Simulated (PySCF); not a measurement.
CH4MgSe, SMILES [SeH][Mg][CH3] at its B3LYP/def2-SVP optimised geometry (Å):

```
7

Mg    -0.2044    -0.0287     0.0000
C     -0.2382     2.0629     0.0040
H      0.3082     2.4810    -0.8592
H      0.2234     2.4769     0.9172
H     -1.2711     2.4502    -0.0447
Se    -0.2083    -2.4810     0.0000
H      1.2711    -2.4810     0.0000
```

Calculation: B3LYP/def2-TZVP (PySCF). Cells within 0.4 Å of a nucleus heavier than hydrogen are left out (blank, or x).

Map of the Laplacian of the electron density (e/bohr⁵), clipped to [-1.50, 1.50] on the plane z = 0.0 Å:

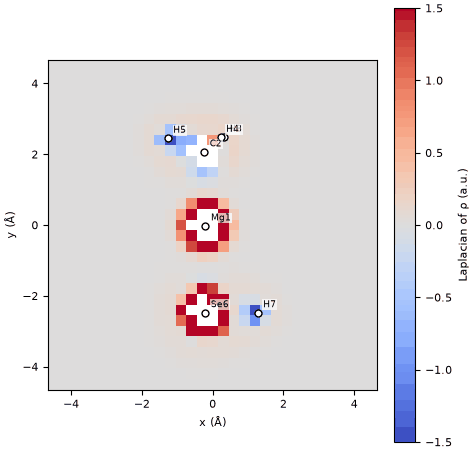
Figure. Laplacian of the electron density (e/bohr⁵), clipped to [-1.50, 1.50] on the plane z = 0.0 Å.
